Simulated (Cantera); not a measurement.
Feed: 1 mol Si₂Cl₆, a varied amount of H₂, at 952 °C and 0.0230 bar.

Method: chemical equilibrium by Gibbs-energy minimisation in Cantera with the NASA 1993 tables (ideal gas, pure condensed phases). Candidate condensed phases: Si; 19 gas species. The feed counts by its element totals alone. The tables' values for SiCl₃ are old estimates; treat these amounts as uncertain. Kinetics and transport are ignored.

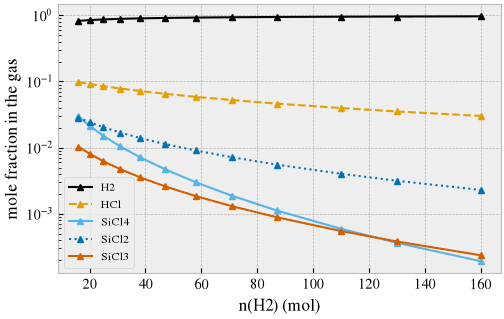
Fig. 1. Equilibrium gas composition (values under 1e-9 drawn at 1e-9)

### Question
Read off the mole fractions at 110 mol H₂.

### Answer
H₂ about 0.95, HCl about 0.040, SiCl₂ about 0.0040, SiCl₄ about 0.00059, SiCl₃ about 0.00055.
